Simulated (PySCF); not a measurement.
**C2HF5O, SMILES `FC(F)OC(F)(F)F`: what the electrons do**

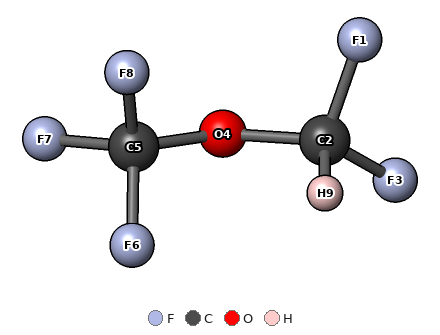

The molecule, with its atoms numbered as below. No frequency check shows the geometry to be a minimum.

Geometry (Å), atoms numbered from 1:

```
F1      -1.7678   -1.1484   -0.1017
C2      -1.2803    0.0564    0.2117
F3      -2.2125    0.9516   -0.0929
O4      -0.1657    0.3358   -0.5641
C5       1.0336    0.0413   -0.0448
F6       1.2656    0.6983    1.0998
F7       1.9704    0.3776   -0.9037
F8       1.1759   -1.2525    0.2445
H9      -1.0795    0.0888    1.2970
```

## 1. Bonding charge

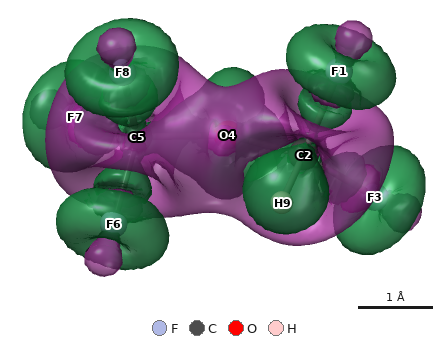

Deformation density (molecule less spherical, spin-averaged free atoms at the same positions), surfaces at ±0.06 e/Å³; green: gain, purple: loss.

Method: PBE0/def2-SVPD; geometry: GFN2-xTB; program: PySCF.

Q: Describe the bonding that the map shows.

A: C2–H9: +0.88 e/Å³ at the bond critical point (bond length 1.10 Å). O4–C5: +0.41 e/Å³ at the bond critical point (bond length 1.34 Å). C5–F7: +0.23 e/Å³ at the bond critical point (bond length 1.31 Å). C2–O4: +0.23 e/Å³ at the bond critical point (bond length 1.39 Å). C5–F8: +0.20 e/Å³ at the bond critical point (bond length 1.33 Å). C5–F6: +0.18 e/Å³ at the bond critical point (bond length 1.34 Å). C2–F3: +0.14 e/Å³ at the bond critical point (bond length 1.33 Å). F1–C2: +0.12 e/Å³ at the bond critical point (bond length 1.34 Å). In all, 2.1 electrons gather in the regions of gain relative to the promolecule. A small or negative value marks a very polar bond, one between electron-rich atoms, whose free-atom densities already overlap strongly, a long bond to a heavier atom, or a closed-shell contact such as a hydrogen bond.

## 2. Local ionisation energy

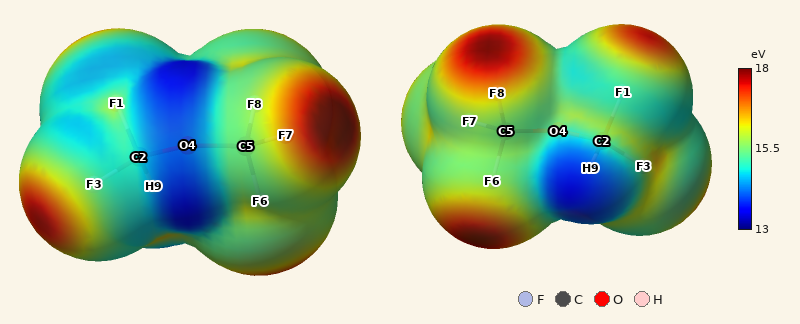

Average local ionisation energy on the surface of electron density 0.001 a.u. (back view left, front view right).

Q: Locate the minima of the map.

A: The lowest value is 13.5 eV, 1.8 Å from O4. Further minima include 13.7 eV, 1.3 Å from H9; 14.9 eV, 1.7 Å from F1; 15.0 eV, 1.7 Å from F1. For comparison, the highest occupied orbital lies at −11.2 eV.

Q: What volume does the surface enclose, and what is the dipole moment?

A: About 99 Å³; the dipole moment is 1.2 D.

## 3. Localised orbitals

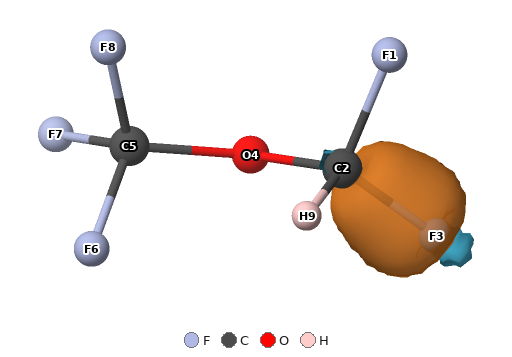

Intrinsic bond orbitals (IBO), occupied; each surface holds about 80 % of the orbital's density. Energies are diagonal elements of the Fock matrix.

Level of theory: B3LYP/aug-cc-pVDZ (PySCF), at a geometry from GFN2-xTB.

Q: What does this orbital represent?

A: σ bond F3–C2 (F3 69 %, C2 31 %; −26.8 eV).

Q: How do all the valence pairs divide up?

A: 25 pairs: 17 lone pairs and 8 σ bonds.

The PySCF runs shown took 28 s and 32 s on 1 thread of Arm Neoverse V1, on a shared host.
